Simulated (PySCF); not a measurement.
# BeH (charge +1): what the fields show

```xyz
2

Be    0.0000    0.0000   -0.1330
H     0.0000    0.0000    1.1890
```

The calculation used PBE0/def2-SVPD, non-relativistic Hamiltonian with scalar-relativistic core potentials where named, at a bond length of 1.322 Å (PySCF 2.14.0).

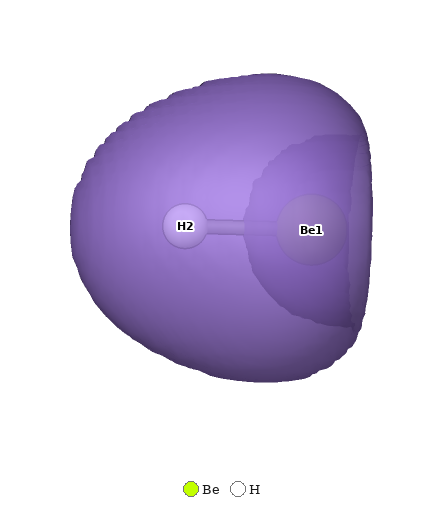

Figure 1. Isosurface of the ELF at 0.8 (purple), seen from one side. Only the valence region is drawn (cores and ρ < 0.01 e/Å³ removed).

**Identify the bonds, lone pairs and shells in this picture.**

At this value the surface marks out one region around a hydrogen nucleus. Along the contacts the grid gives the following. Be–H (1.32 Å): the ELF climbs to about 1 towards the hydrogen.

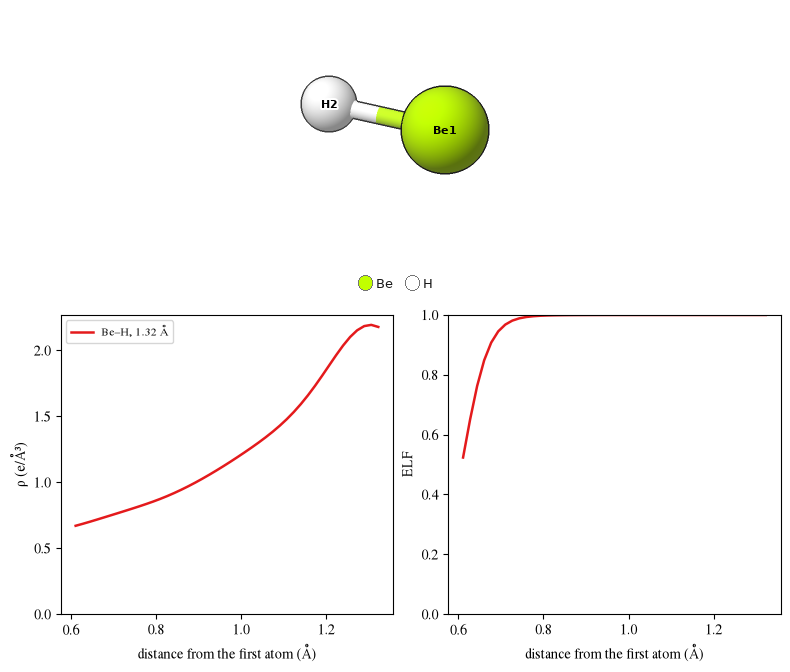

Figure 2. Electron density and electron localisation function along straight lines between neighbouring atoms. The curves leave out the atomic cores. The structure is drawn too.

**What can be read from the curves?**

Be–H (1.32 Å): the density is about 0.72 e/Å³ at the midpoint; the ELF climbs to about 1 towards the hydrogen.
